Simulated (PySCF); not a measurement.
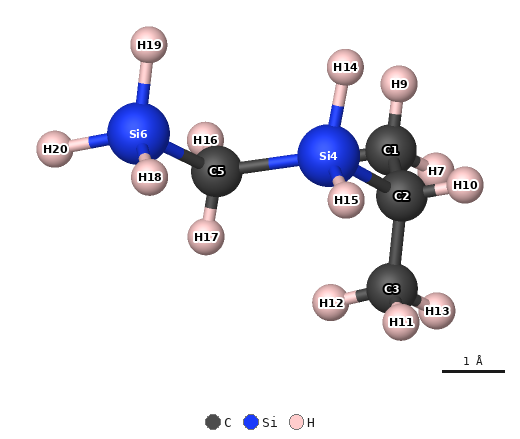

Figure 1. The structure as given in the input (ball-and-stick view, seen at a tilt; atoms are numbered from 1 in the order of the input).

## C$_{4}$H$_{14}$Si$_{2}$: a changed input and its effect

System: C$_{4}$H$_{14}$Si$_{2}$.
Method of the first run: GIAO PBE0/pcSseg-1 NMR shielding, non-relativistic, gas phase (PySCF 2.14.0).

The geometry comes from this level: GFN2-xTB. Text and figures count atoms from 1; the logs count them from 0 in places.

Input, the first run:
```
{"job": {"kind": "nmr", "xc": "PBE0", "basis": "pcSseg-1"}, "charge": 0, "multiplicity": 1}
C     -1.864418    -1.374878    -0.076463
C     -1.576626     0.033818     0.436317
C     -1.966264     1.063249    -0.621358
Si     0.243572     0.234363     0.993638
C      1.438173    -0.042748    -0.456379
Si     3.276045     0.129428    -0.019057
H     -2.919214    -1.487482    -0.326934
H     -1.283999    -1.581503    -0.973697
H     -1.610857    -2.120622     0.674028
H     -2.212290     0.202970     1.312329
H     -1.787543     2.074733    -0.262785
H     -1.387165     0.915289    -1.530924
H     -3.021614     0.973447    -0.878430
H      0.508672    -0.745312     2.056920
H      0.412951     1.591796     1.531545
H      1.271684    -1.036628    -0.872701
H      1.202756     0.662155    -1.254177
H      3.544611     1.478708     0.480245
H      3.638252    -0.852901     1.003610
H      4.088126    -0.107204    -1.218762
```

The first line tells a small driver script what to run in PySCF; the rest is the geometry in Å.

Command:
```bash
OMP_NUM_THREADS=1 python <driver script> task.json out
```

Hardware: 1 CPU thread, shared host.

Output (the first run):
```
coarse grid: 16272 points
cycle   1  E = -739.2592609231  dE =  9.515e-02  |g| = 4.690e-01  |ddm| = 3.740e+00
cycle   2  E = -739.2338004801  dE =  2.546e-02  |g| = 5.591e-01  |ddm| = 8.794e-01
cycle   3  E = -739.3165816646  dE = -8.278e-02  |g| = 4.133e-02  |ddm| = 5.326e-01
cycle   4  E = -739.3169993872  dE = -4.177e-04  |g| = 1.562e-02  |ddm| = 6.304e-02
cycle   5  E = -739.3170553761  dE = -5.599e-05  |g| = 4.526e-03  |ddm| = 1.625e-02
cycle   6  E = -739.3170601054  dE = -4.729e-06  |g| = 6.012e-04  |ddm| = 4.412e-03
final grid: 143896 points
cycle   7  E = -739.3520759570  dE = -3.323e-05  |g| = 8.521e-03  |ddm| = 2.550e-02
cycle   8  E = -739.3520656561  dE =  1.030e-05  |g| = 1.055e-02  |ddm| = 1.610e-02
cycle   9  E = -739.3520947375  dE = -2.908e-05  |g| = 5.504e-04  |ddm| = 9.323e-03
cycle  10  E = -739.3520948013  dE = -6.375e-08  |g| = 1.801e-04  |ddm| = 6.519e-04
cycle  11  E = -739.3520948087  dE = -7.460e-09  |g| = 3.633e-05  |ddm| = 1.445e-04
cycle  12  E = -739.3520948090  dE = -3.076e-10  |g| = 7.092e-06  |ddm| = 5.092e-05
converged SCF energy = -739.3520948090

GIAO shielding tensors (ppm)
atom      isotropic    diamagn.    paramagn.     s11        s22        s33       span
  0 C      166.384     248.725     -82.341    151.577    160.033    187.542     35.964
  1 C      170.490     251.586     -81.096    166.755    170.305    174.410      7.655
  2 C      166.384     248.713     -82.329    151.551    160.043    187.558     36.008
  3 Si     379.624     882.460    -502.836    336.721    379.860    422.290     85.569
  4 C      205.189     260.017     -54.828    194.994    206.889    213.685     18.691
  5 Si     422.893     878.761    -455.868    398.414    399.686    470.579     72.166
  6 H       30.473      30.069       0.404     26.012     27.813     37.593     11.581
  7 H       30.863      32.360      -1.497     26.503     30.723     35.362      8.858
  8 H       30.470      31.045      -0.576     25.680     28.310     37.420     11.740
  9 H       30.662      32.372      -1.710     26.966     27.797     37.223     10.257
 10 H       30.469      31.034      -0.565     25.679     28.304     37.424     11.745
 11 H       30.863      32.354      -1.491     26.499     30.726     35.363      8.863
 12 H       30.475      30.066       0.410     26.015     27.817     37.594     11.578
 13 H       27.614      31.577      -3.963     23.617     26.649     32.576      8.958
 14 H       27.614      31.575      -3.961     23.619     26.648     32.576      8.957
 15 H       32.007      34.133      -2.126     25.451     31.191     39.379     13.928
 16 H       32.008      34.126      -2.119     25.455     31.186     39.382     13.927
 17 H       27.831      28.245      -0.414     24.177     26.224     33.092      8.915
 18 H       27.831      28.246      -0.416     24.176     26.226     33.090      8.914
 19 H       27.529      27.642      -0.113     23.732     25.280     33.575      9.842
```

For the second run the input was changed thus:
```diff
-"basis": "pcSseg-1"
+"basis": "6-311G**"
+"pop": false
+"grid": 4
+"scf": {"aux": "def2-universal-jkfit"}
```

What does this change do to the results?

The total energy of the second run is 60.2 kcal/mol lower, which measures the change of basis and not a stability. The HOMO goes from −7.88 to −7.82 eV. The LUMO goes from 0.61 to 0.50 eV. The dipole moment goes from 1.05 to 1.09 D. Of all shieldings, the largest change is that of C1 and C3, by +3.7 ppm. The SCF takes 10 iterations against 12. The basis functions go from 186 to 208.

Output (the second run):
```
final grid: 392184 points
cycle   1  E = -739.3898024890  dE =  8.468e-02  |g| = 4.874e-01  |ddm| = 3.127e+00
cycle   2  E = -739.3642281501  dE =  2.557e-02  |g| = 5.654e-01  |ddm| = 7.793e-01
cycle   3  E = -739.4473578206  dE = -8.313e-02  |g| = 5.033e-02  |ddm| = 4.698e-01
cycle   4  E = -739.4479568874  dE = -5.991e-04  |g| = 1.818e-02  |ddm| = 6.215e-02
cycle   5  E = -739.4480327997  dE = -7.591e-05  |g| = 5.183e-03  |ddm| = 1.694e-02
cycle   6  E = -739.4480386920  dE = -5.892e-06  |g| = 7.545e-04  |ddm| = 4.151e-03
cycle   7  E = -739.4480388407  dE = -1.488e-07  |g| = 2.178e-04  |ddm| = 1.016e-03
cycle   8  E = -739.4480388515  dE = -1.072e-08  |g| = 8.450e-05  |ddm| = 2.474e-04
cycle   9  E = -739.4480388534  dE = -1.885e-09  |g| = 1.059e-05  |ddm| = 7.156e-05
cycle  10  E = -739.4480388534  dE = -2.751e-11  |g| = 2.878e-06  |ddm| = 1.333e-05
converged SCF energy = -739.4480388534

GIAO shielding tensors (ppm)
atom      isotropic    diamagn.    paramagn.     s11        s22        s33       span
  0 C      170.109     247.272     -77.163    155.423    163.497    191.407     35.984
  1 C      172.871     246.415     -73.544    168.963    173.001    176.649      7.685
  2 C      170.109     247.264     -77.155    155.398    163.505    191.423     36.026
  3 Si     381.301     881.111    -499.810    339.309    380.585    424.010     84.701
  4 C      207.644     254.193     -46.548    197.850    209.499    215.583     17.733
  5 Si     424.953     878.740    -453.787    400.141    402.175    472.544     72.403
  6 H       30.815      30.766       0.049     26.464     28.257     37.722     11.258
  7 H       31.172      31.554      -0.382     26.923     31.110     35.482      8.559
  8 H       30.784      30.932      -0.148     26.091     28.718     37.543     11.452
  9 H       30.841      32.270      -1.429     27.173     28.190     37.159      9.987
 10 H       30.783      30.925      -0.142     26.090     28.713     37.547     11.457
 11 H       31.172      31.548      -0.376     26.919     31.113     35.484      8.564
 12 H       30.817      30.763       0.054     26.467     28.261     37.723     11.256
 13 H       27.708      31.422      -3.715     23.790     26.771     32.563      8.773
 14 H       27.707      31.420      -3.713     23.791     26.769     32.562      8.771
 15 H       32.287      32.916      -0.628     25.889     31.647     39.326     13.437
 16 H       32.288      32.911      -0.623     25.892     31.642     39.328     13.436
 17 H       27.981      28.655      -0.674     24.421     26.393     33.130      8.710
 18 H       27.981      28.656      -0.675     24.420     26.395     33.129      8.709
 19 H       27.702      28.150      -0.448     24.000     25.538     33.570      9.570
```

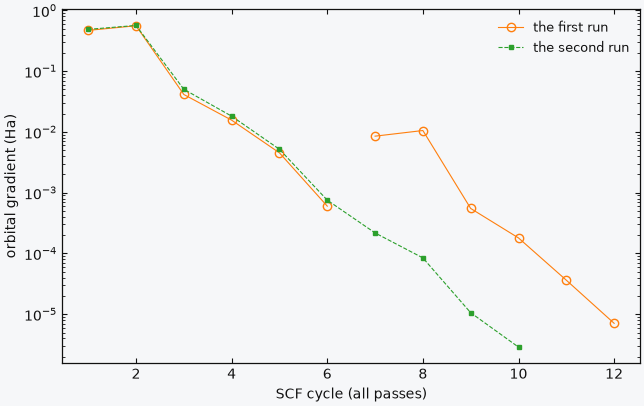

Figure 2. Convergence of the two runs: orbital gradient against the SCF cycle. A break in a curve parts two SCF passes (coarse and final grid). The first run takes 12 cycles in all, and the second run takes 10.

The two runs side by side:

| quantity | the first run | the second run |
| --- | --- | --- |
| outcome | converged | converged |
| total energy (hartree) | −739.352095 | −739.448039 |
| HOMO (eV) | −7.88 | −7.82 |
| LUMO (eV) | 0.61 | 0.50 |
| dipole moment (D) | 1.05 | 1.09 |
| shielding of C1 (ppm) | 166.4 | 170.1 |
| shielding of C2 (ppm) | 170.5 | 172.9 |
| shielding of C3 (ppm) | 166.4 | 170.1 |
| shielding of Si4 (ppm) | 379.6 | 381.3 |
| shielding of C5 (ppm) | 205.2 | 207.6 |
| shielding of Si6 (ppm) | 422.9 | 425.0 |
| shielding of H7 (ppm) | 30.5 | 30.8 |
| SCF iterations | 12 | 10 |
| basis functions | 186 | 208 |
| wall time (shared host) | 18 s | 28 s |
